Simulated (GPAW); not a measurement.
# U-revPBE/real-space grid (scalar-relativistic datasets) run of AlNH3 (SMILES [NH2][AlH])

Wanted: energy and one-electron properties of AlNH3. 

The calculation is run with GPAW 26.7.0.

2 further runs of the same task are left out: 1 that didn't finish, 1 set aside as unsound or not needed. Runs told in other sessions of the task aren't counted.

## (1) The structure to begin with

AlNH3: 5 atoms, total charge 0, spin state doublet. As SMILES, `[NH2][AlH]`. The shape is that of a PBE0-D4/def2-TZVP optimisation. This is one conformer, not always the lowest.

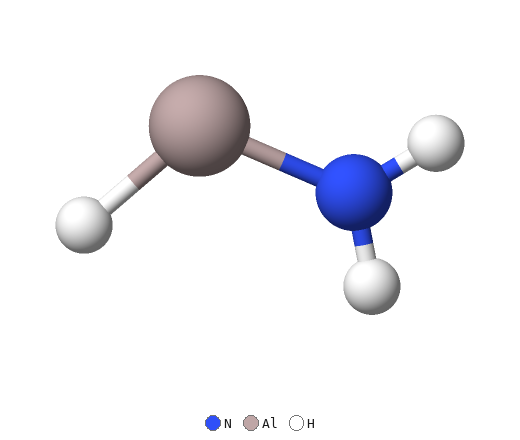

The structure, seen from a chosen angle (nitrogen blue, aluminium light grey, hydrogen white).

## (2) Energy and one-electron properties at U-revPBE/real-space grid (scalar-relativistic datasets)

gs.xyz reads:

```xyz
5

N     -0.116600    -0.660800     0.175100
Al     0.836600     0.833900     0.120800
H      0.148500    -1.505300     0.655500
H     -1.010300    -0.782800    -0.277400
H      0.191800     2.041400    -0.715400
```

calc.py reads:

```python
import numpy as np
from ase.io import read
from ase.units import Debye
from gpaw import GPAW

mol = read('gs.xyz')
mol.center(vacuum=4.5)
mol.set_initial_magnetic_moments([0.5, 0.5, 0.0, 0.0, 0.0])

calc = GPAW(mode='fd',
            occupations={'name': 'fermi-dirac', 'width': 0.01, 'fixmagmom': True},
            symmetry='off',
            maxiter=100,
            xc='revPBE',
            h=0.18,
            txt='gs.txt')
mol.calc = calc

energy = mol.get_potential_energy()
print(f'Energy                  {energy:.5f} eV')
forces = mol.get_forces()
print('Forces (eV/Ang)')
for symbol, f in zip(mol.symbols, forces):
    print(f'{symbol:2} {f[0]:9.4f} {f[1]:9.4f} {f[2]:9.4f}')
dipole = mol.get_dipole_moment() / Debye
print(f'Dipole = {np.linalg.norm(dipole):.3f} D')
print('Moments:', mol.get_magnetic_moments().round(3))
```

Run with:

```console
python calc.py
```

Output:

```text
Energy                  -20.84855 eV
Forces (eV/Ang)
N    -0.0295   -0.0652   -0.0363
Al    0.3908    0.3702    0.0811
H     0.0712   -0.3407    0.1638
H    -0.3552   -0.0811   -0.1654
H    -0.0741    0.1374   -0.0950
Dipole = 1.129 D
Moments: [ 0.01   0.206 -0.     0.006  0.04 ]
```

gs.txt:

```text
__  _  _
 | _ |_)|_||  |
 |__||  | ||/\| - 26.7.0

units:  Angstrom and eV
cores:  1
OpenMP: False

Versions:
  Python: 3.12.14
  ASE:    3.29.0
  Numpy:  2.5.5
  Scipy:  1.18.1
  Libxc:  7.0.0

        _gpaw.cpython-312-x86_64-linux-gnu.so

Input parameters:
  mode=FD(),
  h=0.18,
  maxiter=100,
  occupations=Occupations(name='fermi-dirac', width=0.01, fixmagmom=True),
  symmetry=Symmetry(point_group=False, time_reversal=False),
  xc=XC(name='revPBE')

[... 55 lines left out ...]
|   |                                coordinates |     weight |
[... 101 lines left out ...]
Reference energy: -8126.894135  # eV
[... 3 lines left out ...]
  Converge bands: occupied
[... 12 lines left out ...]
  Fourier metric: weight=20.0, sigma=0.015
[... 17 lines left out ...]
convergence criteria:
- Maximum [total energy] change in last 3 cyles: 0.0005 eV / valence electron
[... 13 lines left out ...]
Converged in 15 steps
[... 12 lines left out ...]
  Free energy:     -20.848549
[... 2 lines left out ...]
dipole moment: (-0.060683, -0.221301, 0.050535)  # |e|*Ang
[... 22 lines left out ...]
Gap: 1.766 eV
Transition (v -> c):
  (s=0, k=0, n=5, [0.00, 0.00, 0.00]) -> (s=1, k=0, n=5, [0.00, 0.00, 0.00])
No difference between direct/indirect transitions
vacuum-level: 0.000  # V

Forces  # eV/Ang
|        x |        y |        z |
|----------|----------|----------|
| -0.02948 | -0.06520 | -0.03634 |  # N    0
|  0.39079 |  0.37021 |  0.08106 |  # Al   1
|  0.07123 | -0.34073 |  0.16380 |  # H    2
| -0.35520 | -0.08113 | -0.16538 |  # H    3
| -0.07412 |  0.13738 | -0.09504 |  # H    4

Force computation time: 0.048  # s

timing:  # [seconds]
  Total:  25.012  # ━━━━━━━━━━━━━━━━━━━━━━━━━━━━━━━━━━━━━━━━━━━━━━━━━━━━━━━━━
  Init:    1.895  # ━━━━╸
  SCF:    23.049  # ━━━━━━━━━━━━━━━━━━━━━━━━━━━━━━━━━━━━━━━━━━━━━━━━━━━━╸
  Forces:  0.048  #

Max RSS: 784.531  # MiB
```

Wall time 25 s (1 thread of Intel Xeon 6975P-C (Granite Rapids), shared host); peak memory 0.77 GiB.

## (3) What came out

Level: U-revPBE/real-space grid (scalar-relativistic datasets).

| quantity | value |
| --- | --- |
| energy as printed (from the program's reference atoms) | -20.8485 eV |
| dipole moment | 1.13 D |
| HOMO energy (highest over α and β) | -4.54 eV |
| LUMO energy (lowest over α and β) | -2.77 eV |
| largest force on an atom | 0.544 eV/Å |

What this shows: The largest force is 0.54 eV/Å: the shape isn't a stationary point for this species at this level.
